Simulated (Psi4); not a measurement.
# A workflow on C2HF2 (SMILES [CH]=C(F)F)

Wanted: a geometry optimisation (doublet C2HF2, UB3LYP/def2-SVPD), then the energy (singlet [C2HF2]+, B3LYP/def2-SVPD), then a structure relaxation (singlet [C2HF2]+, B3LYP/def2-SVPD), then a single-point energy (singlet [C2HF2]−, B3LYP/def2-SVPD), then a structure relaxation (singlet [C2HF2]−, B3LYP/def2-SVPD) of C2HF2. 

The calculation is run with Psi4 1.11.

## (1) The system as given

C2HF2 has 5 atoms, charge 0, and is taken as a doublet. SMILES: `[CH]=C(F)F`. The coordinates come from a PBE0-D4/def2-TZVP relaxation. The run starts from this shape.

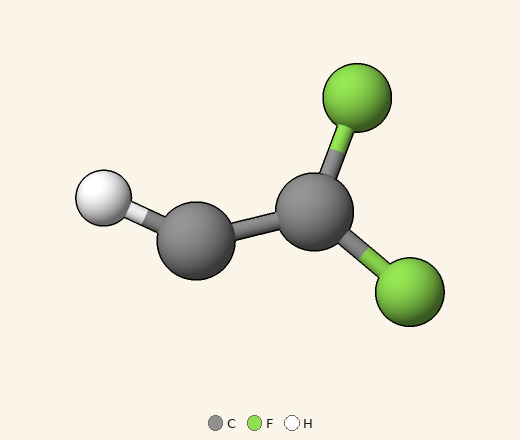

The structure, seen from a chosen angle (carbon grey, fluorine green, hydrogen white).

## (2) A geometry optimisation at UB3LYP/def2-SVPD (density fitting) (run 1)

Input file c2hf2.inp:

```
memory 1600 mb

molecule {
  0 2
  C     -0.028200     0.912700    -0.014900
  C      0.163600    -0.366100     0.124600
  F      1.043800    -0.911700     0.932500
  F     -0.492600    -1.313200    -0.520300
  H     -0.636600     1.604500    -0.563400
  symmetry c1
}

set {
  basis def2-SVPD
  reference uks
}

E, wfn = optimize("b3lyp", return_wfn=True)
```

Launch:

```sh
$ psi4 c2hf2.inp c2hf2.out -n 1
```

c2hf2.out:

```text
[...]
  Running in c1 symmetry.
[...]
  Nuclear repulsion =  109.976039922827638
[...]
  Multiplicity = 2
[...]
  Nalpha       = 16
  Nbeta        = 15
[...]
    Number of basis functions: 94
[...]
   @DF-UKS iter   1:  -276.06065713104363   -1.69610e-01   5.25435e-03 ADIIS/DIIS
[...]
   @DF-UKS iter   7:  -276.18110301336395   -6.42331e-12   9.89029e-09 DIIS
[...]
   @S^2 Observed:                7.591267560E-01
[...]
  @DF-UKS Final Energy:  -276.18110301336395
   => Energetics <=
    Nuclear Repulsion Energy =            109.1330255095624722
    One-Electron Energy =                -596.8554875408957514
    Two-Electron Energy =                 237.4135185899829423
    DFT Exchange-Correlation Energy =     -25.8721595720136186
    Empirical Dispersion Energy =           0.0000000000000000
    VV10 Nonlocal Energy =                  0.0000000000000000
    Total Energy =                       -276.1811030133639520
[...]
 Multipole Moments:
 ------------------------------------------------------------------------------------
     Multipole            Electronic (a.u.)      Nuclear  (a.u.)        Total (a.u.)
 ------------------------------------------------------------------------------------
 L = 1.  Multiply by 2.5417464519 to convert [e a0] to [Debye]
 Dipole X            :          0.7242846           -0.9510973           -0.2268127
 Dipole Y            :         -2.6432255            3.1183839            0.4751584
 Dipole Z            :          0.5957652           -0.7938645           -0.1980993
 Magnitude           :                                                    0.5625503
[...]
  -Total Gradient:
     Atom            X                  Y                   Z
    ------   -----------------  -----------------  -----------------
       1       -0.000014173485    -0.000009789068     0.000094456855
       2        0.000217811921     0.000066877723    -0.000266212986
       3       -0.000057181285    -0.000082026860     0.000126657001
       4       -0.000050140428    -0.000067036798     0.000097931703
       5       -0.000013996557    -0.000062603892     0.000031813717
[...]
    Final optimized geometry and variables:
    Molecular point group: c1
    Full point group: C1
    Geometry (in Angstrom), charge = 0, multiplicity = 2:
    C           -0.213324982217     1.464066805941    -0.154154990171
    C           -0.017740601726     0.177067295903    -0.012596435676
    F            0.868495279631    -0.371934892518     0.803127767364
    F           -0.678851195476    -0.779643365207    -0.660494309293
    H           -0.823702264114     2.167577428326    -0.703287582762
    Psi4 run time: 0:00:28.78
[...]
```

Standard output:

```text
Optimizer: Optimization complete!
```

Wall time 30 s (1 thread of Intel Xeon 6975P-C (Granite Rapids), shared host); peak memory 0.55 GiB.

The path in brief:

```tsv
step	energy from the first frame kept (eV)	largest force (eV/Å)
0	0.0000	0.5355
1	-0.0103	0.2069
2	-0.0105	0.0577
3	-0.0105	0.0081
4	-0.0105	0.0180
```

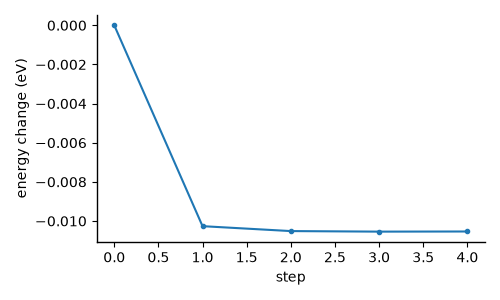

Energy along the run.

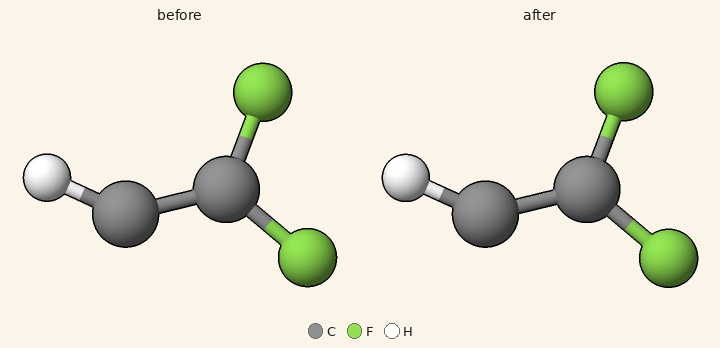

Before and after, at one scale.

After the run. Bond lengths: C1–C2 1.309 Å, C2–F3 1.324 Å, C2–F4 1.331 Å, C1–H5 1.081 Å. Angles: C1–C2–F3 125.0°, C1–C2–F4 125.4°, F3–C2–F4 109.5°, C2–C1–H5 141.1°.

## (3) The singlet cation: a single-point energy at B3LYP/def2-SVPD (density fitting) (run 2)

Input file input.dat:

```
memory 1600 MB

molecule {
  1 1
  C     -0.05954716     1.74410950    -0.03397539
  C      0.31005492    -0.68796613     0.23353235
  F      1.98479825    -1.72542956     1.77502731
  F     -0.93926380    -2.49588790    -0.99081742
  H     -1.21299252     3.07355261    -1.07168447
  units au
  symmetry c1
}

set basis def2-SVPD
set reference rks

e_tot = energy('b3lyp')
print_variables()
```

Launch:

```sh
$ psi4 -i input.dat -o output.dat -n 1
```

output.dat:

```text
[...]
  Running in c1 symmetry.
[...]
  Nuclear repulsion =  109.133022109656181
[...]
  Multiplicity = 1
[...]
  Nalpha       = 15
  Nbeta        = 15
[...]
    Number of basis functions: 94
[...]
   @DF-RKS iter   1:  -275.72983589067258    1.20032e-01   3.17737e-03 ADIIS/DIIS
[...]
   @DF-RKS iter   9:  -275.76235370767222   -1.12824e-08   2.99798e-07 DIIS
[...]
    Orbital Energies [Eh]
    ---------------------
    Doubly Occupied:
       1A    -25.043888     2A    -25.027306     3A    -10.705843
       4A    -10.647382     5A     -1.566608     6A     -1.502454
       7A     -1.126108     8A     -0.928748     9A     -0.878487
      10A     -0.856772    11A     -0.817718    12A     -0.745334
      13A     -0.731530    14A     -0.714505    15A     -0.611963
[...]
  @DF-RKS Final Energy:  -275.76235370767222
   => Energetics <=
    Nuclear Repulsion Energy =            109.1330221096561814
    One-Electron Energy =                -587.6326910088762361
    Two-Electron Energy =                 228.2908823413226287
    DFT Exchange-Correlation Energy =     -25.5535671497747607
    Empirical Dispersion Energy =           0.0000000000000000
    VV10 Nonlocal Energy =                  0.0000000000000000
    Total Energy =                       -275.7623537076722187
[...]
 Multipole Moments:
 ------------------------------------------------------------------------------------
     Multipole            Electronic (a.u.)      Nuclear  (a.u.)        Total (a.u.)
 ------------------------------------------------------------------------------------
 L = 1.  Multiply by 2.5417464519 to convert [e a0] to [Debye]
 Dipole X            :          0.5243697           -0.9510975           -0.4267279
 Dipole Y            :         -0.9680855            3.1183838            2.1502983
 Dipole Z            :          0.4599330           -0.7938643           -0.3339313
 Magnitude           :                                                    2.2175188
[...]
```

Run time: 4.2 s. Hardware: 1 thread of Intel Xeon 6975P-C (Granite Rapids), shared host; peak memory 0.5 GiB.

## (4) The singlet cation: a structure relaxation at B3LYP/def2-SVPD (density fitting) (run 3)

Input file calc.inp:

```
memory 1600 mb

molecule {
  1 1
  C     -0.031511     0.922943    -0.017979
  C      0.164074    -0.364056     0.123580
  F      1.050310    -0.913058     0.939304
  F     -0.497037    -1.320767    -0.524318
  H     -0.641888     1.626454    -0.567111
  symmetry c1
}

set geom_maxiter 50

E = opt("b3lyp/def2-SVPD")
```

Launch:

```sh
$ psi4 calc.inp calc.out -n 1
```

calc.out:

```text
Psi4 1.11 release

gradient() will perform analytic gradient computation.

   => Loading Basis Set <=

    Name: DEF2-SVPD
    Role: ORBITAL
    Keyword: BASIS

         ---------------------------------------------------------
                                   SCF
                              RKS Reference
                        1 Threads,   1525 MiB Core
         ---------------------------------------------------------

  ==> Geometry <==

    Molecular point group: c1
    Full point group: C1

    Geometry (in Angstrom), charge = 1, multiplicity = 1:

[... 156 lines left out ...]
   @DF-RKS iter   8:  -275.76235369708689   -4.53909e-07   1.33258e-06 DIIS
[... 44 lines left out ...]
    DFT Exchange-Correlation Energy =     -25.5535673859304922
[... 150 lines left out ...]
	  Convergence Criteria     1.00e-06 *    3.00e-04 *             o    1.20e-03 *             o~
[... 180 lines left out ...]
   @DF-RKS iter   2:  -275.79458235826104    2.98780e-09   1.67475e-06 DIIS
[... 44 lines left out ...]
    DFT Exchange-Correlation Energy =     -25.5905449032851031
[... 119 lines left out ...]
	  Convergence Criteria     1.00e-06 *    3.00e-04 *             o    1.20e-03 *             o
[... 25 lines left out ...]
PsiException: Could not converge geometry optimization in 50 iterations.

psi4.driver.p4util.exceptions.OptimizationConvergenceError: Could not converge geometry optimization in 50 iterations.

Printing out the relevant lines from the Psithon --> Python processed input file:
      H     -0.641888     1.626454    -0.567111
      symmetry c1
    """)
    core.IO.set_default_namespace("")
    core.set_global_option("GEOM_MAXITER", 50)
--> E = opt("b3lyp/def2-SVPD")

!-------------------------------------------------------------!
!                                                             !
!  Could not converge geometry optimization in 50 iterations. !
!                                                             !
!-------------------------------------------------------------!

    Psi4 run time: 0:02:07.99

[set-up sections that repeat, and orbital energies of the middle runs, are left out above]
```

It took 2.2 min on 1 thread of Intel Xeon 6975P-C (Granite Rapids), shared host; peak memory 0.54 GiB.

The run stopped without converging.

## (5) The singlet anion: a single-point energy at B3LYP/def2-SVPD (density fitting) (run 4)

Input file run.py:

```python
import psi4

psi4.set_memory(1600000000)
psi4.set_num_threads(1)
psi4.set_output_file('output.dat', False)

molecule = psi4.geometry("""
-1 1
C     -0.05954716     1.74410950    -0.03397539
C      0.31005492    -0.68796613     0.23353235
F      1.98479825    -1.72542956     1.77502731
F     -0.93926380    -2.49588790    -0.99081742
H     -1.21299252     3.07355261    -1.07168447
units bohr
symmetry c1
""")

psi4.set_options(dict(basis='def2-SVPD'))

e = psi4.energy("b3lyp", molecule=molecule)
print(f'total energy {e:.8f} hartree = {e * 27.211386:.5f} eV')
```

Launch:

```sh
$ python run.py
```

output.dat:

```text
[...]
  Running in c1 symmetry.
[...]
  Nuclear repulsion =  109.133022109656181
[...]
  Multiplicity = 1
[...]
  Nalpha       = 16
  Nbeta        = 16
[...]
    Number of basis functions: 94
[...]
   @DF-RKS iter   1:  -275.85365798987459   -3.79048e-03   8.78390e-03 DIIS/ADIIS
[...]
   @DF-RKS iter  11:  -276.22388482153252   -3.67396e-09   3.11880e-07 DIIS
[...]
    Orbital Energies [Eh]
    ---------------------
    Doubly Occupied:
       1A    -24.508584     2A    -24.503831     3A    -10.093000
       4A     -9.901675     5A     -1.047663     6A     -0.987007
       7A     -0.499341     8A     -0.399211     9A     -0.356480
      10A     -0.303121    11A     -0.271566    12A     -0.234890
      13A     -0.215642    14A     -0.202505    15A     -0.009832
      16A      0.050339
[...]
  @DF-RKS Final Energy:  -276.22388482153252
   => Energetics <=
    Nuclear Repulsion Energy =            109.1330221096561814
    One-Electron Energy =                -605.0075317023324715
    Two-Electron Energy =                 245.7561686470550342
    DFT Exchange-Correlation Energy =     -26.1055438759112590
    Empirical Dispersion Energy =           0.0000000000000000
    VV10 Nonlocal Energy =                  0.0000000000000000
    Total Energy =                       -276.2238848215325220
[...]
 Multipole Moments:
 ------------------------------------------------------------------------------------
     Multipole            Electronic (a.u.)      Nuclear  (a.u.)        Total (a.u.)
 ------------------------------------------------------------------------------------
 L = 1.  Multiply by 2.5417464519 to convert [e a0] to [Debye]
 Dipole X            :          0.8289306           -0.9510975           -0.1221669
 Dipole Y            :         -4.7575718            3.1183838           -1.6391880
 Dipole Z            :          0.6285873           -0.7938643           -0.1652770
 Magnitude           :                                                    1.6520225
[...]
```

On the terminal:

```text
total energy -276.22388482 hartree = -7516.43475 eV
```

It took 4.2 s on 1 thread of Intel Xeon 6975P-C (Granite Rapids), shared host; peak memory 0.5 GiB.

## (6) The singlet anion: a structure relaxation at B3LYP/def2-SVPD (density fitting) (run 5)

Input file c2hf2.in:

```
memory 1600 MB

molecule system {
  -1 1
  C     -0.031511     0.922943    -0.017979
  C      0.164074    -0.364056     0.123580
  F      1.050310    -0.913058     0.939304
  F     -0.497037    -1.320767    -0.524318
  H     -0.641888     1.626454    -0.567111
  symmetry c1
}

set {
  basis def2-SVPD
  geom_maxiter 50
}

result = opt('b3lyp')
```

Launch:

```sh
$ psi4 c2hf2.in c2hf2.out -n 1
```

c2hf2.out:

```text
[...]
  Running in c1 symmetry.
[...]
  Nuclear repulsion =  109.133022075513651
[...]
  Multiplicity = 1
[...]
  Nalpha       = 16
  Nbeta        = 16
[...]
    Number of basis functions: 94
[...]
   @DF-RKS iter   1:  -275.85365798937767   -3.79035e-03   8.78390e-03 DIIS/ADIIS
[...]
   @DF-RKS iter   7:  -276.24977781970796   -4.54747e-12   5.15926e-09 DIIS
[...]
  @DF-RKS Final Energy:  -276.24977781970796
   => Energetics <=
    Nuclear Repulsion Energy =            106.1319755921203694
    One-Electron Energy =                -599.2159788680422707
    Two-Electron Energy =                 242.8926366510672779
    DFT Exchange-Correlation Energy =     -26.0584111948533454
    Empirical Dispersion Energy =           0.0000000000000000
    VV10 Nonlocal Energy =                  0.0000000000000000
    Total Energy =                       -276.2497778197079583
[...]
 Multipole Moments:
 ------------------------------------------------------------------------------------
     Multipole            Electronic (a.u.)      Nuclear  (a.u.)        Total (a.u.)
 ------------------------------------------------------------------------------------
 L = 1.  Multiply by 2.5417464519 to convert [e a0] to [Debye]
 Dipole X            :          0.7334994           -0.9460723           -0.2125728
 Dipole Y            :         -4.4794288            2.9121712           -1.5672576
 Dipole Z            :          0.5468013           -0.7952558           -0.2484545
 Magnitude           :                                                    1.6010038
[...]
  -Total Gradient:
     Atom            X                  Y                   Z
    ------   -----------------  -----------------  -----------------
       1        0.000014278361     0.000017019861     0.000015747436
       2        0.000118732178     0.000040909864     0.000103183335
       3        0.000027651932     0.000069615125     0.000032054368
       4        0.000047987688    -0.000050799544     0.000045384809
       5        0.000032498543    -0.000039593176     0.000030884804
[...]
    Final optimized geometry and variables:
    Molecular point group: c1
    Full point group: C1
    Geometry (in Angstrom), charge = -1, multiplicity = 1:
    C           -0.104311982017     1.564875730794    -0.048617340263
    C           -0.012459547565     0.260824769384    -0.003526580615
    F            0.844408610650    -0.497696658853     0.775826804680
    F           -0.723567876825    -0.753474488542    -0.701839976165
    H           -0.887577303700     1.847391979855    -0.773849151771
    Psi4 run time: 0:00:26.70
[...]
```

On the terminal:

```text
Optimizer: Optimization complete!
```

It took 28 s on 1 thread of Intel Xeon 6975P-C (Granite Rapids), shared host; peak memory 0.54 GiB.

Step by step:

```tsv
step	energy from the first frame kept (eV)	largest force (eV/Å)
0	0.0000	5.8470
1	-0.5234	1.8551
2	-0.6910	1.0171
3	-0.7011	0.4224
4	-0.7034	0.1591
5	-0.7044	0.0518
6	-0.7046	0.0161
7	-0.7046	0.0084
```

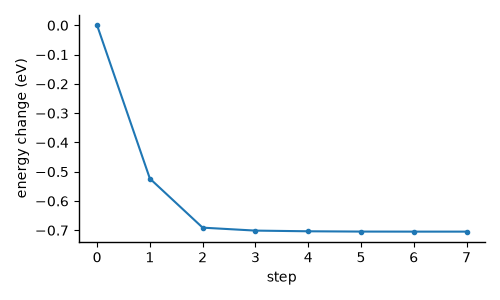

Energy along the run.

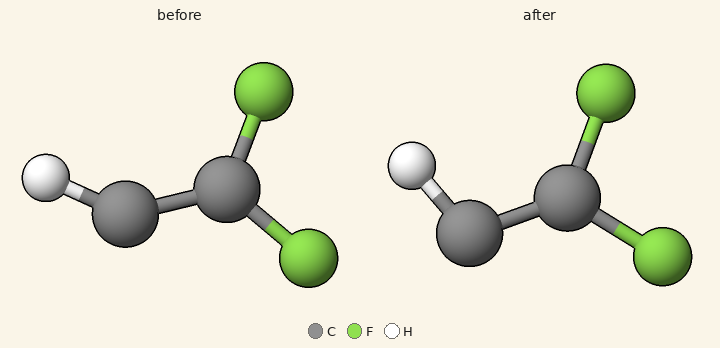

Before and after, at one scale.

After the run. Bond lengths: C1–C2 1.308 Å, C2–F3 1.385 Å, C2–F4 1.422 Å, C1–H5 1.104 Å. Angles: C1–C2–F3 127.5°, C1–C2–F4 131.2°, F3–C2–F4 101.3°, C2–C1–H5 109.1°.

## (7) Results

| quantity | value |
| --- | --- |
| run 1, UB3LYP/def2-SVPD: total energy at the end | -276.18110 Eh |
| run 1, UB3LYP/def2-SVPD: dipole moment | 1.43 D |
| run 1, UB3LYP/def2-SVPD: HOMO energy (highest over α and β) | -7.78 eV |
| run 1, UB3LYP/def2-SVPD: LUMO energy (lowest over α and β) | -3.70 eV |
| run 1, UB3LYP/def2-SVPD: ⟨S²⟩ | 0.759 |
| singlet cation, run 2: total energy | -275.76235 Eh |
| singlet cation, run 2: HOMO energy | -16.65 eV |
| singlet cation, run 2: LUMO energy | -14.31 eV |
| singlet cation, run 2: HOMO–LUMO gap | 2.35 eV |
| singlet anion, run 4: total energy | -276.22388 Eh |
| singlet anion, run 4: HOMO energy | 1.37 eV |
| singlet anion, run 4: LUMO energy | 5.00 eV |
| singlet anion, run 4: HOMO–LUMO gap (to an unbound level, set by the basis) | 3.63 eV |
| singlet anion, run 5: total energy at the end | -276.24978 Eh |
| singlet anion, run 5: HOMO energy | 0.01 eV |
| singlet anion, run 5: LUMO energy | 4.98 eV |
| singlet anion, run 5: HOMO–LUMO gap (to an unbound level, set by the basis) | 4.97 eV |
| singlet cation, run 3 | no result (not converged) |
| adiabatic electron affinity (to the singlet anion, no zero-point term) | 1.869 eV |

The adiabatic electron affinity (to the singlet anion, no zero-point term) is 1.87 eV (180 kJ/mol). The optimisation (run 1, UB3LYP/def2-SVPD) took 5 steps and changed the energy by -0.011 eV. The HOMO (singlet anion, run 4) lies at positive energy, 1.37 eV; only total energies tell whether the electron is bound. The optimisation (singlet anion, run 5) took 8 steps and changed the energy by -0.705 eV. The HOMO (singlet anion, run 5) lies at positive energy, 0.01 eV; only total energies tell whether the electron is bound. 1 of the 5 runs gave no usable result.
